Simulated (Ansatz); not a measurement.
# AlCl3H2O: two geometries relaxed

Are the two ends of the reaction (ligand exchange) separate minima, and which lies lower? Each is relaxed from a guess. Meant to form: Al1–Cl6, H7–O2; to break: Al1–O2, H7–Cl6. The start is a guess near the saddle point, from which both ends are pulled out.

Method: RKS PBE0-D4/6-31G*, in Ansatz 0.2.0.

## (1) Starting point

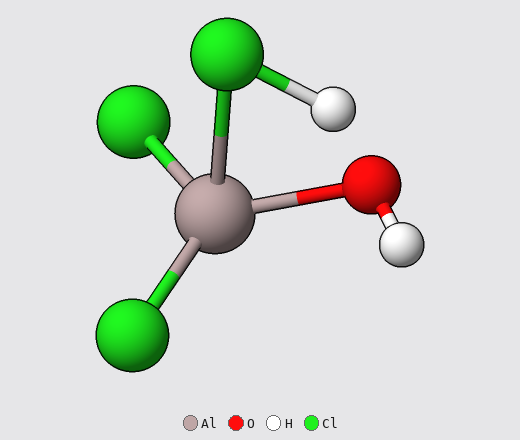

Start, viewed from a chosen angle; aluminium light grey, oxygen red, hydrogen white, chlorine green.

Coordinates:

```xyz
7

Al    0.0000    0.0000    0.0000
O     0.0000    0.0000    2.1300
H    -0.9095   -0.2814    2.4671
Cl    1.9312    0.0000   -1.1150
Cl   -1.9312    0.0000   -1.1150
Cl    0.5396    2.3395    0.7978
H     0.2842    1.2321    1.9417
```

## (2) Pulling towards end A

Springs on the bonds that form and break draw the guess towards this end; the thresholds are loose.

input.yaml

```yaml
crystal:
  periodic: [false, false, false]
  atoms:
    - { symbol: Al, position_ang: [0.0, 0.0, 0.0] }
    - { symbol: O, position_ang: [0.0, 0.0, 2.13] }
    - { symbol: H, position_ang: [-0.9095, -0.2814, 2.4671] }
    - { symbol: Cl, position_ang: [1.9312, 0.0, -1.115] }
    - { symbol: Cl, position_ang: [-1.9312, 0.0, -1.115] }
    - { symbol: Cl, position_ang: [0.5396, 2.3395, 0.7978] }
    - { symbol: H, position_ang: [0.2842, 1.2321, 1.9417] }
basis:
  gaussian: { orbitals: "6-31G*" }
hamiltonian:
  xc: pbe0
  dispersion: d4
relax:
  f_tol: 0.15
  max_steps: 25
  restrain:
    - { distance: [0, 5], at: 3.43, k: 30.0 }
    - { distance: [6, 1], at: 2.21, k: 30.0 }
    - { distance: [0, 1], at: 1.78, k: 30.0 }
    - { distance: [6, 5], at: 1.37, k: 30.0 }
output:
  orbitals: {}
```

On the command line:

```bash
$ ansatz run input.yaml --threads 2 --pin off --max-ram 3072MiB --backend cpu --events-out ev --progress --plain --runs-dir out
```

The log of the run:

```text
Warning: RAYON_NUM_THREADS=2 ignored (pool sized by the plan → 2); use --threads N
The last accepted step is kept in <dir> (removed where the run ends without a failure and the disk answers)
Engine: ansatz 0.2.0, x86_64-unknown-linux-gnu
Functional definition: PBE0
  parameter a = 0.25
  parameter kappa = 0.804
  parameter beta = 0.06672455060314922
  exchange = (1 - a)*pbe_x(kappa = kappa, mu = beta*pi^2/3) + a*exact_x
  correlation = pbe_c(beta = beta)
935 factors; integrals over basis functions are off by at most 6.7e-4 eV
mean field evaluation 1: about -46225.3052 eV, gradient 4.4e1 eV
mean field evaluation 2: about -46217.7998 eV, gradient 7.7e1 eV
mean field evaluation 4: about -46229.3164 eV, gradient 2.5e0 eV
mean field evaluation 8: about -46229.3522 eV, gradient 3.7e-2 eV
mean field -46229.35220458 eV, -1698.8973581379 hartree, gradient 5.5e-5 eV, S^2 0.000000; 0 other end points of the search recorded, 0 dependent functions left out
the calculation of the forces begins
reference -46229.35223464 eV, -1698.8973592427 hartree; 37, 37 occupied and 58, 58 virtual orbitals, 935 factors
relax step   1: F+E_penalty+E_count = -46229.53105319 eV  Δ(F+E_penalty+E_count) = +0.000e0 eV  max|allowed force component| = 2.286e0 eV/Å  E_restraint = 27.88761460 eV  max|allowed force component, restraints' pulls added| = 3.076e1 eV/Å  Δτ_max = 0.0000 Å  (26 SCF iters, accepted)
  distance Al 0 - Cl 5 = 2.5300 Å
  distance H 6 - O 1 = 1.2784 Å
  distance Al 0 - O 1 = 2.1300 Å
  distance H 6 - Cl 5 = 1.6125 Å
these checks for a lower state are left out or cut short: starts, cluster_reference, orbital_swaps, neighbouring_geometries, increment
935 factors; integrals over basis functions are off by at most 5.6e-4 eV
mean field evaluation 16: about -46228.3370 eV, gradient 1.2e1 eV
mean field -46229.16450992 eV, -1698.8904604863 hartree, gradient 1.1e-5 eV, S^2 0.000000; 0 other end points of the search recorded, 0 dependent functions left out
the calculation of the forces begins
reference -46229.16454010 eV, -1698.8904615954 hartree; 37, 37 occupied and 58, 58 virtual orbitals, 935 factors
relax step   2: F+E_penalty+E_count = -46229.34204320 eV  Δ(F+E_penalty+E_count) = +1.890e-1 eV  max|allowed force component| = 2.521e0 eV/Å  E_restraint = 11.55070473 eV  max|allowed force component, restraints' pulls added| = 2.183e1 eV/Å  Δτ_max = 0.1949 Å  (34 SCF iters, accepted)
  distance Al 0 - Cl 5 = 2.8734 Å
  distance H 6 - O 1 = 1.5878 Å
  distance Al 0 - O 1 = 2.0126 Å
  distance H 6 - Cl 5 = 1.5078 Å
these checks for a lower state are left out or cut short: starts, cluster_reference, orbital_swaps, neighbouring_geometries, increment
935 factors; integrals over basis functions are off by at most 6.3e-4 eV
mean field -46229.46342126 eV, -1698.9014452757 hartree, gradient 9.0e-6 eV, S^2 0.000000; 0 other end points of the search recorded, 0 dependent functions left out
the calculation of the forces begins
reference -46229.46345158 eV, -1698.9014463898 hartree; 37, 37 occupied and 58, 58 virtual orbitals, 935 factors
relax step   3: F+E_penalty+E_count = -46229.64126308 eV  Δ(F+E_penalty+E_count) = -2.992e-1 eV  max|allowed force component| = 2.156e0 eV/Å  E_restraint = 2.79606571 eV  max|allowed force component, restraints' pulls added| = 9.694e0 eV/Å  Δτ_max = 0.1948 Å  (29 SCF iters, accepted)
  distance Al 0 - Cl 5 = 3.1230 Å
  distance H 6 - O 1 = 1.9280 Å
  distance Al 0 - O 1 = 1.8912 Å
  distance H 6 - Cl 5 = 1.3874 Å
these checks for a lower state are left out or cut short: starts, cluster_reference, orbital_swaps, neighbouring_geometries, increment
935 factors; integrals over basis functions are off by at most 6.2e-4 eV
mean field evaluation 32: about -46229.9525 eV, gradient 2.7e-1 eV
mean field -46229.97012006 eV, -1698.9200661128 hartree, gradient 6.6e-6 eV, S^2 0.000000; 0 other end points of the search recorded, 0 dependent functions left out
the calculation of the forces begins
reference -46229.97015066 eV, -1698.9200672376 hartree; 37, 37 occupied and 58, 58 virtual orbitals, 935 factors
relax step   4: F+E_penalty+E_count = -46230.14932902 eV  Δ(F+E_penalty+E_count) = -5.081e-1 eV  max|allowed force component| = 1.205e0 eV/Å  E_restraint = 0.09416489 eV  max|allowed force component, restraints' pulls added| = 2.087e0 eV/Å  Δτ_max = 0.1901 Å  (29 SCF iters, accepted)
  distance Al 0 - Cl 5 = 3.3734 Å
  distance H 6 - O 1 = 2.2160 Å
  distance Al 0 - O 1 = 1.7553 Å
  distance H 6 - Cl 5 = 1.3207 Å
these checks for a lower state are left out or cut short: starts, cluster_reference, orbital_swaps, neighbouring_geometries, increment
935 factors; integrals over basis functions are off by at most 7.3e-4 eV
mean field -46230.17916616 eV, -1698.9277484156 hartree, gradient 1.7e-5 eV, S^2 0.000000; 0 other end points of the search recorded, 0 dependent functions left out
the calculation of the forces begins
reference -46230.17919719 eV, -1698.9277495558 hartree; 37, 37 occupied and 58, 58 virtual orbitals, 935 factors
relax step   5: F+E_penalty+E_count = -46230.35359988 eV  Δ(F+E_penalty+E_count) = -2.043e-1 eV  max|allowed force component| = 1.460e0 eV/Å  E_restraint = 0.02310180 eV  max|allowed force component, restraints' pulls added| = 6.810e-1 eV/Å  Δτ_max = 0.1902 Å  (27 SCF iters, accepted)
  distance Al 0 - Cl 5 = 3.4120 Å
  distance H 6 - O 1 = 2.2183 Å
  distance Al 0 - O 1 = 1.7503 Å
  distance H 6 - Cl 5 = 1.3537 Å
these checks for a lower state are left out or cut short: starts, cluster_reference, orbital_swaps, neighbouring_geometries, increment
935 factors; integrals over basis functions are off by at most 6.8e-4 eV
mean field -46230.25383973 eV, -1698.9304926185 hartree, gradient 1.2e-5 eV, S^2 0.000000; 0 other end points of the search recorded, 0 dependent functions left out
the calculation of the forces begins
reference -46230.25387073 eV, -1698.9304937579 hartree; 37, 37 occupied and 58, 58 virtual orbitals, 935 factors
relax step   6: F+E_penalty+E_count = -46230.42673626 eV  Δ(F+E_penalty+E_count) = -7.314e-2 eV  max|allowed force component| = 1.191e0 eV/Å  E_restraint = 0.03120301 eV  max|allowed force component, restraints' pulls added| = 4.610e-1 eV/Å  Δτ_max = 0.1997 Å  (28 SCF iters, accepted)
  distance Al 0 - Cl 5 = 3.4266 Å
  distance H 6 - O 1 = 2.2061 Å
  distance Al 0 - O 1 = 1.7529 Å
  distance H 6 - Cl 5 = 1.3337 Å
these checks for a lower state are left out or cut short: starts, cluster_reference, orbital_swaps, neighbouring_geometries, increment
935 factors; integrals over basis functions are off by at most 6.8e-4 eV
mean field -46230.26597937 eV, -1698.9309387420 hartree, gradient 1.2e-5 eV, S^2 0.000000; 0 other end points of the search recorded, 0 dependent functions left out
the calculation of the forces begins
reference -46230.26601022 eV, -1698.9309398759 hartree; 37, 37 occupied and 58, 58 virtual orbitals, 935 factors
relax step   7: F+E_penalty+E_count = -46230.43824214 eV  Δ(F+E_penalty+E_count) = -1.151e-2 eV  max|allowed force component| = 1.040e0 eV/Å  E_restraint = 0.03304996 eV  max|allowed force component, restraints' pulls added| = 1.348e-1 eV/Å  Δτ_max = 0.1042 Å  (28 SCF iters, accepted)
  distance Al 0 - Cl 5 = 3.4245 Å
  distance H 6 - O 1 = 2.2047 Å
  distance Al 0 - O 1 = 1.7515 Å
  distance H 6 - Cl 5 = 1.3335 Å
935 factors; integrals over basis functions are off by at most 6.8e-4 eV
mean field evaluation 64: about -46230.2280 eV, gradient 2.9e0 eV
mean field -46230.26597937 eV, -1698.9309387420 hartree, gradient 1.2e-5 eV, S^2 0.000000; 1 other end points of the search recorded, 0 dependent functions left out
the calculation of the forces begins
reference -46230.26601022 eV, -1698.9309398759 hartree; 37, 37 occupied and 58, 58 virtual orbitals, 935 factors
Total energy: -46230.43827300 eV, -1698.9372704162 hartree
Atom 0 at    -0.055094    -0.235264    -0.012394 Å, force    -0.018492     0.144629     1.040327 eV/Å
Atom 1 at    -0.036652    -0.260325     1.738793 Å, force    -0.057059     0.094230    -0.852513 eV/Å
Atom 2 at    -0.884065    -0.404233     2.184574 Å, force     0.134812     0.041465    -0.102015 eV/Å
Atom 3 at     1.744585    -0.405652    -1.027113 Å, force     0.001160    -0.000388     0.007431 eV/Å
Atom 4 at    -1.881792    -0.170563    -1.011106 Å, force    -0.009206    -0.021570    -0.033171 eV/Å
Atom 5 at     0.501342     2.913604     1.213180 Å, force     0.009006    -0.996335     0.610299 eV/Å
Atom 6 at     0.525975     1.852633     2.020667 Å, force    -0.060221     0.737969    -0.670359 eV/Å
Dipole moment:    -0.265377    -0.258980     0.397579 e Å
```

Wall time 23 s (2 threads of AMD EPYC 7B13 (Zen 3), shared host); peak memory 0.25 GiB.

Relaxation path:

| step | energy from step 1 (eV) | largest force component (eV/Å) |
| --- | --- | --- |
| 1 | 0.0000 | 2.2857 |
| 2 | 0.1890 | 2.5207 |
| 3 | -0.1102 | 2.1563 |
| 4 | -0.6183 | 1.2052 |
| 5 | -0.8225 | 1.4599 |
| 6 | -0.8957 | 1.1911 |
| 7 | -0.9072 | 1.0403 |

Step 1 is the start. Energies and forces in the table leave out the springs, which the log lists apart; the run stops on the force with the springs' pull added.

After: Bond lengths: Al1–O2 1.751 Å, O2–H3 0.968 Å, Al1–Cl4 2.073 Å, Al1–Cl5 2.083 Å, Cl6–H7 1.334 Å. Angles: Al1–O2–H3 117.0°, O2–Al1–Cl4 118.6°, O2–Al1–Cl5 119.3°, Cl4–Al1–Cl5 122.0°.

Pairs that crossed the distance rule for bonds on the way: came closer Cl6–H7; moved apart Al1–Cl6.

## (3) End point A

It starts where the restrained run ended.

input.yaml

```yaml
crystal:
  periodic: [false, false, false]
  atoms:
    - { symbol: Al, position_ang: [-0.055094, -0.235264, -0.012394] }
    - { symbol: O, position_ang: [-0.036652, -0.260325, 1.738793] }
    - { symbol: H, position_ang: [-0.884065, -0.404233, 2.184574] }
    - { symbol: Cl, position_ang: [1.744585, -0.405652, -1.027113] }
    - { symbol: Cl, position_ang: [-1.881792, -0.170563, -1.011106] }
    - { symbol: Cl, position_ang: [0.501342, 2.913604, 1.21318] }
    - { symbol: H, position_ang: [0.525975, 1.852633, 2.020667] }
basis:
  gaussian: { orbitals: "6-31G*" }
hamiltonian:
  xc: pbe0
  dispersion: d4
relax:
  f_tol: 0.03
  max_steps: 50
output:
  orbitals: {}
```

On the command line:

```bash
$ ansatz run input.yaml --threads 2 --pin off --max-ram 3072MiB --backend cpu --events-out ev --progress --plain --runs-dir out
```

The log of the run, shortened:

```text
Warning: RAYON_NUM_THREADS=2 ignored (pool sized by the plan → 2); use --threads N
[...]
[... 1 set-up line as earlier in the session ...]
[...]
942 factors; integrals over basis functions are off by at most 4.1e-4 eV
[...]
mean field -46230.26599425 eV, -1698.9309392890 hartree, gradient 4.2e-5 eV, S^2 0.000000; 0 other end points of the search recorded, 0 dependent functions left out
[...]
reference -46230.26602507 eV, -1698.9309404215 hartree; 37, 37 occupied and 58, 58 virtual orbitals, 942 factors
relax step   1: F+E_penalty+E_count = -46230.43825704 eV  Δ(F+E_penalty+E_count) = +0.000e0 eV  max|allowed force component| = 1.040e0 eV/Å  Δτ_max = 0.0000 Å  (25 SCF iters, accepted)
[...]
relax step   5: F+E_penalty+E_count = -46230.66736613 eV  Δ(F+E_penalty+E_count) = -1.085e-2 eV  max|allowed force component| = 5.731e-1 eV/Å  Δτ_max = 0.1347 Å  (28 SCF iters, accepted)
[...]
mean field -46231.80071391 eV, -1698.9873391962 hartree, gradient 6.1e-6 eV, S^2 0.000000; 1 other end points of the search recorded, 0 dependent functions left out
[...]
reference -46231.80074410 eV, -1698.9873403054 hartree; 37, 37 occupied and 58, 58 virtual orbitals, 942 factors
Total energy: -46231.99226137 eV, -1698.9943784356 hartree
Atom 0 at     0.151128     0.615264    -0.046947 Å, force    -0.006288    -0.000085     0.020319 eV/Å
Atom 1 at     0.031652     0.042400     1.833093 Å, force     0.002538     0.002810     0.000050 eV/Å
Atom 2 at    -0.805855    -0.410637     2.029993 Å, force    -0.000536     0.006386    -0.008321 eV/Å
Atom 3 at     1.764789    -0.456110    -0.848241 Å, force     0.009915    -0.007631    -0.005695 eV/Å
Atom 4 at    -1.791880     0.023847    -0.640280 Å, force    -0.009314    -0.007085    -0.003387 eV/Å
Atom 5 at     0.449883     2.674323     0.342854 Å, force     0.002907     0.015846    -0.003443 eV/Å
Atom 6 at     0.114583     0.801112     2.436130 Å, force     0.000778    -0.010240     0.000477 eV/Å
Dipole moment:    -0.279245    -0.184862     1.107524 e Å
```

It took 43 s on 2 threads of AMD EPYC 7B13 (Zen 3), shared host; peak memory 0.25 GiB.

Relaxation path:

```
step  energy from step 1 (eV)  largest force component (eV/Å)
   1                   0.0000                          1.0402
   2                  -0.0862                          0.4516
   3                  -0.1586                          0.4343
   4                  -0.2183                          0.4327
   5                  -0.2291                          0.5731
   6                  -0.2609                          0.1116
   7                  -0.2675                          0.1770
   8                  -0.2747                          0.1647
   9                  -0.3112                          0.4791
  10                  -0.3795                          0.7184
  11                  -0.5351                          1.3931
  12                  -1.0071                          2.0981
  13                  -1.3384                          0.7963
  14                  -1.4664                          0.4930
  15                  -1.5360                          0.5483
 16x                  -1.5335                          0.8779
  17                  -1.5464                          0.1665
  18                  -1.5540                          0.0203
```

Step 1 is the start. 1 step was tried and not accepted (16; marked x where the table lists them).

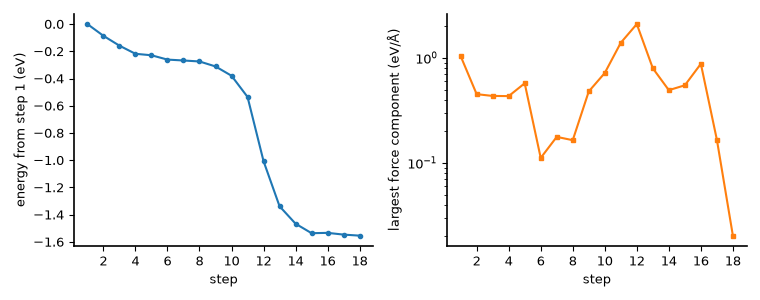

How energy and force went from step to step.

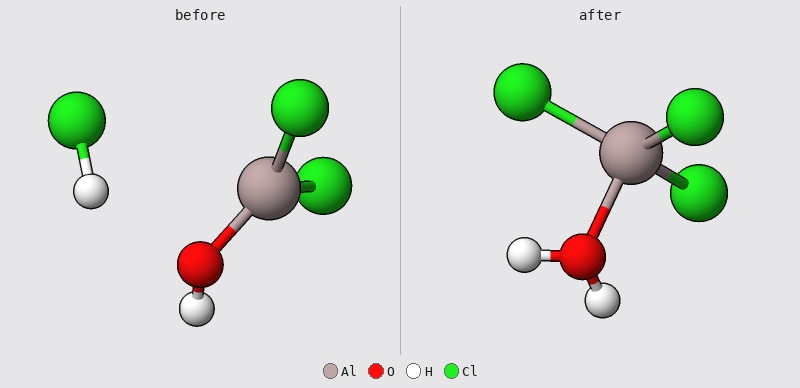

Before and after, at one scale.

After: Bond lengths: Al1–O2 1.969 Å, O2–H3 0.972 Å, Al1–Cl4 2.096 Å, Al1–Cl5 2.116 Å, Al1–Cl6 2.117 Å, O2–H7 0.973 Å. Angles: Al1–O2–H3 112.4°, Al1–O2–H7 111.1°, H3–O2–H7 108.1°, O2–Al1–Cl4 105.2°, O2–Al1–Cl5 97.5°, O2–Al1–Cl6 96.6°, Cl4–Al1–Cl5 117.2°, Cl4–Al1–Cl6 117.3°, Cl5–Al1–Cl6 116.9°.

Pairs that crossed the distance rule for bonds on the way: came closer Al1–Cl6, O2–H7; moved apart Cl6–H7.

[end of part 1 of 2]
